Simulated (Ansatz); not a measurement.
CdOs3

The calculation's input:

```
crystal:
  lattice:
    - [5.6498400607, 0.0, 0.0]
    - [-2.8249200304, 4.8929050199, 0.0]
    - [0.0, 0.0, 4.4706522043]
  atoms:
    - { symbol: Cd, position: [0.3333333333, 0.6666666667, 0.25] }
    - { symbol: Cd, position: [0.6666666667, 0.3333333333, 0.75] }
    - { symbol: Os, position: [0.8337158703, 0.6674317406, 0.25] }
    - { symbol: Os, position: [0.1662841297, 0.8337158703, 0.75] }
    - { symbol: Os, position: [0.3325682594, 0.1662841297, 0.25] }
    - { symbol: Os, position: [0.1662841297, 0.3325682594, 0.75] }
    - { symbol: Os, position: [0.8337158703, 0.1662841297, 0.25] }
    - { symbol: Os, position: [0.6674317406, 0.8337158703, 0.75] }
basis:
  ecutwfc: 420
kpoints:
  mp_grid: { grid: [12, 12, 8] }
hamiltonian:
  xc: pbe
scf:
  occupations: { method: gaussian, width: 0.1 }
output:
  forces: true
  stress: true
  eigenvalues: true
  write_density: true
  write_potential: true
  elf: true
  volumetric_format: npy
relax:
  adjacent_minimum: "off"
  f_tol: 0.01
  max_steps: 80
  cell: { stress_tol: 0.05 }
```

Command:

```sh
ansatz run input.yaml --threads 1 --pin off --max-ram 2560MiB --backend cpu --events-out ev --progress --plain --runs-dir out
```

Below, planes, directions and counts refer to the conventional cell (a = 5.65 Å, b = 5.65 Å, c = 4.47 Å, α = 90.00°, β = 90.00°, γ = 120.00°).

The fields are those of the relaxed geometry.

Space group P6₃/mmc; started from the Ni3Sn (D0_19)_194 prototype, which need not be the ambient phase; computed without spin polarisation.

The calculation used DFT PBE, scalar-relativistic, plane waves, PAW (Ansatz 0.2.0).

**Predict the valence pseudo-density and electron localisation function between the atoms.**

Cd–Os (2.83 Å): ρ at the midpoint is about 0.3 e/Å³; the ELF is about 0.25 at the midpoint (no localised pair shows between them).

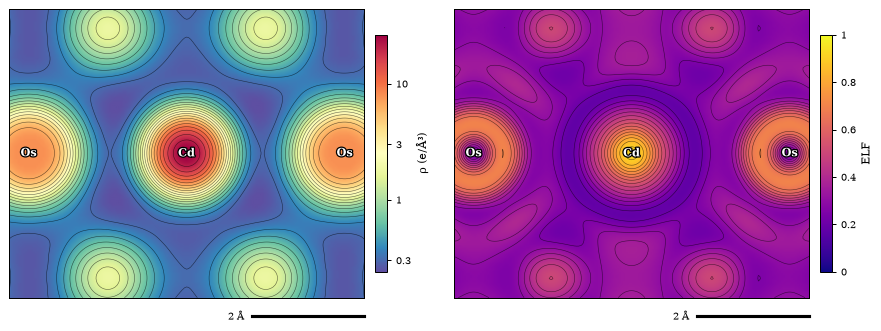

Computed valence pseudo-density and electron localisation function on the (100) plane of the conventional cell, in this order. Atoms just off the plane (Os, 0.8 Å away) can leave unmarked features too.

The density is the valence pseudo-density of a PAW calculation; it isn't the true density close to the nuclei.
